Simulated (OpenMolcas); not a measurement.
Energy and gradient calculation of AlHCl$_{2}$O (part 2 of 2)

Continued. System: AlHCl$_{2}$O. Method: BLYP/def2-SVP, RKS (OpenMolcas 26.06). The geometry comes from this level: GFN2-xTB.

Geometry of the input (Å):
```
O  0.0917  1.1805  0.0325
Al -0.0322  -0.4539  -0.0105
Cl 1.0574  -1.5467  1.3073
Cl -1.2727  -1.3026  -1.3751
H  0.1558  2.1227  0.0457
```

## Output, continued
```
      Basis set list:
        1 O1     1s                 16 AL2    1s                 31 AL2    3d1+               46 CL3    3d2-               61 CL4    2pz
        2 O1     1s                 17 AL2    1s                 32 AL2    3d2+               47 CL3    3d1-               62 CL4    2pz
        3 O1     1s                 18 AL2    1s                 33 CL3    1s                 48 CL3    3d0                63 CL4    2pz
        4 O1     2px                19 AL2    2px                34 CL3    1s                 49 CL3    3d1+               64 CL4    3d2-
        5 O1     2px                20 AL2    2px                35 CL3    1s                 50 CL3    3d2+               65 CL4    3d1-
        6 O1     2py                21 AL2    2px                36 CL3    1s                 51 CL4    1s                 66 CL4    3d0
        7 O1     2py                22 AL2    2py                37 CL3    2px                52 CL4    1s                 67 CL4    3d1+
        8 O1     2pz                23 AL2    2py                38 CL3    2px                53 CL4    1s                 68 CL4    3d2+
        9 O1     2pz                24 AL2    2py                39 CL3    2px                54 CL4    1s                 69 H5     1s
       10 O1     3d2-               25 AL2    2pz                40 CL3    2py                55 CL4    2px                70 H5     1s
       11 O1     3d1-               26 AL2    2pz                41 CL3    2py                56 CL4    2px                71 H5     2px
       12 O1     3d0                27 AL2    2pz                42 CL3    2py                57 CL4    2px                72 H5     2py
       13 O1     3d1+               28 AL2    3d2-               43 CL3    2pz                58 CL4    2py                73 H5     2pz
       14 O1     3d2+               29 AL2    3d1-               44 CL3    2pz                59 CL4    2py
       15 AL2    1s                 30 AL2    3d0                45 CL3    2pz                60 CL4    2py

  Index Energy  Occupation Coefficients ...

    1 -100.6915    2.0000         33 CL3    1s     ( 0.994),

    2 -100.6914    2.0000         51 CL4    1s     ( 0.994),

    3  -55.4846    2.0000         15 AL2    1s     ( 0.995),

    4  -18.7720    2.0000          1 O1     1s     ( 0.988),

    5   -9.1602    2.0000         34 CL3    1s     ( 1.018),

    6   -9.1601    2.0000         52 CL4    1s     ( 1.018),

    7   -6.9949    2.0000         37 CL3    2px    ( 0.540),    40 CL3    2py    (-0.495),    43 CL3    2pz    ( 0.651),

    8   -6.9948    2.0000         55 CL4    2px    ( 0.608),    58 CL4    2py    ( 0.374),    61 CL4    2pz    ( 0.671),

    9   -6.9904    2.0000         37 CL3    2px    (-0.736),    43 CL3    2pz    ( 0.641),

   10   -6.9903    2.0000         55 CL4    2px    (-0.734),    61 CL4    2pz    ( 0.644),

   11   -6.9895    2.0000         40 CL3    2py    ( 0.844),

   12   -6.9894    2.0000         58 CL4    2py    ( 0.904),

   13   -3.9778    2.0000         16 AL2    1s     ( 1.018),

   14   -2.5937    2.0000         19 AL2    2px    (-0.741),    25 AL2    2pz    ( 0.647),

   15   -2.5895    2.0000         19 AL2    2px    ( 0.645),    25 AL2    2pz    ( 0.741),

   16   -2.5888    2.0000         22 AL2    2py    ( 0.981),

   17   -0.8713    2.0000          1 O1     1s     ( 0.287),     2 O1     1s     ( 0.566),     3 O1     1s     ( 0.330),

   18   -0.7378    2.0000         34 CL3    1s     (-0.377),    35 CL3    1s     ( 0.510),    52 CL4    1s     (-0.372),    53 CL4    1s     ( 0.503),

   19   -0.7270    2.0000         34 CL3    1s     ( 0.384),    35 CL3    1s     (-0.522),    52 CL4    1s     (-0.389),    53 CL4    1s     ( 0.528),

   20   -0.4889    2.0000          6 O1     2py    ( 0.504),    17 AL2    1s     (-0.363),    69 H5     1s     ( 0.367),

   21   -0.3691    2.0000         16 AL2    1s     ( 0.199),    17 AL2    1s     ( 0.340),    23 AL2    2py    (-0.191),    39 CL3    2px    (-0.188),
                                  44 CL3    2pz    (-0.196),    45 CL3    2pz    (-0.223),    56 CL4    2px    ( 0.179),    57 CL4    2px    ( 0.203),
                                  62 CL4    2pz    ( 0.200),    63 CL4    2pz    ( 0.227),

   22   -0.3367    2.0000         20 AL2    2px    (-0.146),    26 AL2    2pz    (-0.168),    36 CL3    1s     ( 0.124),    38 CL3    2px    ( 0.145),
                                  39 CL3    2px    ( 0.161),    41 CL3    2py    (-0.205),    42 CL3    2py    (-0.244),    44 CL3    2pz    ( 0.179),
                                  45 CL3    2pz    ( 0.200),    54 CL4    1s     (-0.123),    56 CL4    2px    ( 0.173),    57 CL4    2px    ( 0.196),
                                  59 CL4    2py    ( 0.172),    60 CL4    2py    ( 0.207),    62 CL4    2pz    ( 0.187),    63 CL4    2pz    ( 0.210),

   23   -0.3045    2.0000          4 O1     2px    (-0.214),     5 O1     2px    (-0.151),     8 O1     2pz    ( 0.187),     9 O1     2pz    ( 0.132),
                                  21 AL2    2px    (-0.136),    38 CL3    2px    (-0.199),    39 CL3    2px    (-0.249),    44 CL3    2pz    ( 0.173),
                                  45 CL3    2pz    ( 0.217),    56 CL4    2px    (-0.197),    57 CL4    2px    (-0.247),    62 CL4    2pz    ( 0.173),
                                  63 CL4    2pz    ( 0.216),

   24   -0.2892    2.0000         41 CL3    2py    ( 0.299),    42 CL3    2py    ( 0.381),    59 CL4    2py    ( 0.315),    60 CL4    2py    ( 0.401),

   25   -0.2832    2.0000          4 O1     2px    ( 0.249),     5 O1     2px    ( 0.171),     8 O1     2pz    ( 0.287),     9 O1     2pz    ( 0.197),
                                  38 CL3    2px    ( 0.153),    39 CL3    2px    ( 0.197),    42 CL3    2py    ( 0.170),    44 CL3    2pz    ( 0.170),
                                  45 CL3    2pz    ( 0.219),    57 CL4    2px    ( 0.172),    59 CL4    2py    (-0.159),    60 CL4    2py    (-0.201),
                                  62 CL4    2pz    ( 0.160),    63 CL4    2pz    ( 0.206),

   26   -0.2799    2.0000         38 CL3    2px    (-0.254),    39 CL3    2px    (-0.345),    44 CL3    2pz    ( 0.220),    45 CL3    2pz    ( 0.299),
                                  56 CL4    2px    ( 0.253),    57 CL4    2px    ( 0.342),    62 CL4    2pz    (-0.223),    63 CL4    2pz    (-0.302),

   27   -0.2724    2.0000          4 O1     2px    (-0.399),     5 O1     2px    (-0.301),     8 O1     2pz    ( 0.348),     9 O1     2pz    ( 0.263),

   28   -0.2558    2.0000          4 O1     2px    ( 0.300),     5 O1     2px    ( 0.223),     8 O1     2pz    ( 0.345),     9 O1     2pz    ( 0.256),
                                  41 CL3    2py    (-0.225),    42 CL3    2py    (-0.307),    59 CL4    2py    ( 0.240),    60 CL4    2py    ( 0.326),

   29   -0.0409    0.0000         18 AL2    1s     (-1.080),

   30   -0.0179    0.0000         20 AL2    2px    (-0.310),    21 AL2    2px    (-0.577),    27 AL2    2pz    ( 0.504),

   31    0.0438    0.0000          3 O1     1s     (-0.778),    24 AL2    2py    ( 0.554),    70 H5     1s     ( 1.067),

   32    0.0964    0.0000         17 AL2    1s     ( 1.741),    18 AL2    1s     (-1.732),

   33    0.1052    0.0000         21 AL2    2px    ( 1.072),    27 AL2    2pz    ( 1.233),    36 CL3    1s     (-0.640),    54 CL4    1s     ( 0.637),

   34    0.1094    0.0000         17 AL2    1s     (-1.305),    18 AL2    1s     ( 0.842),    24 AL2    2py    (-1.128),    70 H5     1s     ( 0.842),

   35    0.2554    0.0000         20 AL2    2px    (-0.892),    21 AL2    2px    ( 0.836),    26 AL2    2pz    ( 0.779),    27 AL2    2pz    (-0.730),

   36    0.2666    0.0000         20 AL2    2px    ( 0.829),    21 AL2    2px    (-0.482),    26 AL2    2pz    ( 0.953),    27 AL2    2pz    (-0.553),

   37    0.2790    0.0000         23 AL2    2py    ( 0.958),    24 AL2    2py    (-1.107),

   38    0.3381    0.0000         30 AL2    3d0    ( 0.754),    32 AL2    3d2+   (-0.430),

   39    0.4158    0.0000         28 AL2    3d2-   ( 0.711),    29 AL2    3d1-   (-0.624),

   40    0.4348    0.0000         31 AL2    3d1+   (-0.903),

   41    0.4422    0.0000         21 AL2    2px    ( 0.391),    27 AL2    2pz    ( 0.450),    28 AL2    3d2-   (-0.641),    29 AL2    3d1-   (-0.740),
                                  36 CL3    1s     (-0.440),    45 CL3    2pz    ( 0.400),    54 CL4    1s     ( 0.435),    57 CL4    2px    ( 0.378),
                                  63 CL4    2pz    ( 0.420),

--

++    Molecular charges:
      ------------------

      Mulliken charges per centre and basis function type
      ---------------------------------------------------

                O1      AL2     CL3     CL4     H5
      1s       3.6477  4.6681  5.9162  5.9164  0.7855
      2px      1.7965  2.4179  3.7653  3.7393  0.0173
      2pz      1.8038  2.4305  3.7247  3.7160  0.0175
      2py      1.0841  2.4755  3.7904  3.8257  0.0347
      3d2+     0.0021  0.0916  0.0018  0.0019  0.0000
      3d1+     0.0000  0.0427  0.0035  0.0043  0.0000
      3d0      0.0007  0.0698  0.0025  0.0026  0.0000
      3d1-     0.0001  0.1009  0.0034  0.0027  0.0000
      3d2-     0.0001  0.0917  0.0027  0.0023  0.0000
      Total    8.3351 12.3886 17.2104 17.2111  0.8549

      N-E     -0.3351  0.6114 -0.2104 -0.2111  0.1451

      Total electronic charge=   56.000000

      Total            charge=   -0.000000
--

++    Molecular properties:
      ---------------------

      Charge (e):
                      =   -0.0000
      Dipole Moment (debye):
      Origin of the operator (angstrom)=   -0.0595   -0.7976   -0.0183
                   X=  1.4358E-01               Y=  1.9589E+00               Z=  2.8318E-02           Total=  1.9643E+00
      Quadrupole Moment (debye*angstrom):
      Origin of the operator (angstrom)=   -0.0595   -0.7976   -0.0183
                  XX= -4.2346E+01              XY=  4.6713E-01              XZ= -3.1934E+00              YY= -3.6697E+01
                  YZ=  3.4024E-01              ZZ= -4.3259E+01
      In traceless form (debye*angstrom)
                  XX= -2.3673E+00              XY=  7.0070E-01              XZ= -4.7902E+00              YY=  6.1051E+00
                  YZ=  5.1036E-01              ZZ= -3.7378E+00
--

--- Stop Module: scf /rc=_RC_ALL_IS_WELL_ ---
--- Module scf spent 9 seconds ---

--- Start Module: alaska ---

                                              &ALASKA

                       available to each process: 1.9 GB of memory, 1 thread

                     Threshold for contributions to the gradient: 1.000E-07

                    ********************************************
                    * Symmetry Adapted Cartesian Displacements *
                    ********************************************

           Irreducible representation : a
           Basis function(s) of irrep: x, y, xy, Rz, z, xz, Ry, yz, Rx, I

 Basis Label        Type   Center Phase
   1   O1           x         1     1
   2   O1           y         1     1
   3   O1           z         1     1
   4   AL2          x         2     1
   5   AL2          y         2     1
   6   AL2          z         2     1
   7   CL3          x         3     1
   8   CL3          y         3     1
   9   CL3          z         3     1
  10   CL4          x         4     1
  11   CL4          y         4     1
  12   CL4          z         4     1
  13   H5           x         5     1
  14   H5           y         5     1
  15   H5           z         5     1

                     No automatic utilization of translational and rotational invariance of the energy is employed.

 DFT contribution computed for a moving grid.

 Conventional ERI gradients!

 **************************************************
 *              Molecular gradients               *
 **************************************************

  Irreducible representation: a
 ------------------------------------------------------------------------------------------
                              X                       Y                       Z
 ------------------------------------------------------------------------------------------
  O1               -6.24874158326350E-04   -4.71256942411635E-03   -4.11345678765829E-04
  AL2              -8.30582437324506E-04   -1.44008076479856E-02   -1.50383034687843E-04
  CL3              -1.54555483680809E-02    1.83737810890090E-02   -1.88096259197010E-02
  CL4               1.78102586257225E-02    1.47983801811726E-02    1.94926534645852E-02
  H5               -8.99253662134503E-04   -1.40587841980961E-02   -1.21298831387437E-04
 ------------------------------------------------------------------------------------------

--- Stop Module: alaska /rc=_RC_ALL_IS_WELL_ ---
--- Module alaska spent 2 seconds ---

.##################.
.# Happy landing! #.
.##################.

    Timing: Wall=14.02 User=11.92 System=2.09
```

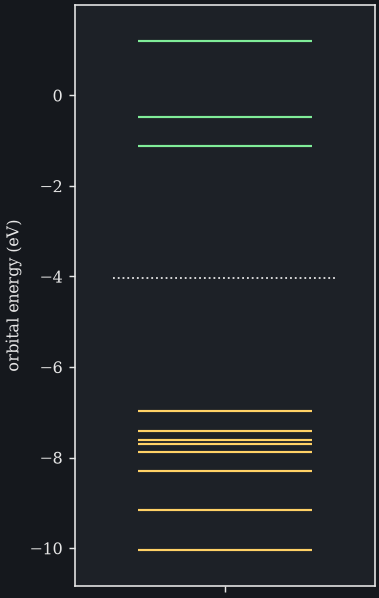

Figure 1. Orbital energies near the frontier; the dotted line parts filled from empty levels, and levels within 0.02 eV of each other stand side by side. Highest filled −6.96 eV, lowest empty −1.11 eV, 5.85 eV apart.

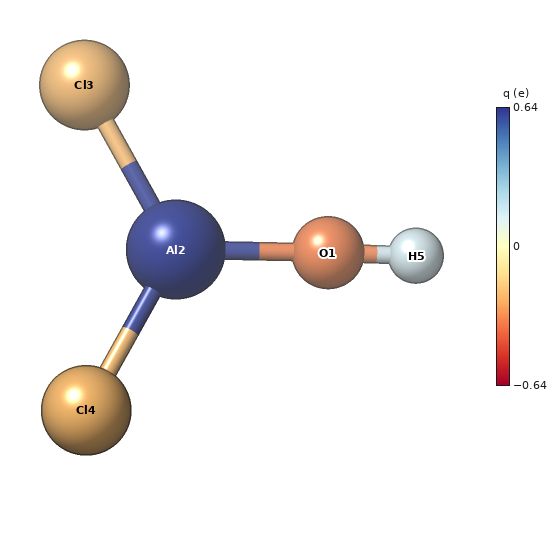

Figure 2. Mulliken charges, as the colour of each atom (ball-and-stick view, seen at a tilt; atoms are numbered from 1 in the order of the input). By element: O −0.34, Al +0.61, Cl −0.21 and H +0.15 e.

## Key numbers

| quantity | value |
| --- | --- |
| outcome | converged |
| total energy | −1238.393340 hartree |
| basis functions | 73 |
| largest force | 1.568 eV/Å |
| HOMO | −6.96 eV |
| LUMO | −1.11 eV |
| dipole moment | 1.96 debye |
| hardware | 1 thread of Arm Neoverse V1, 24 GiB of memory available, shared host |
| wall time | 14 s |
| peak memory | 0.42 GiB |
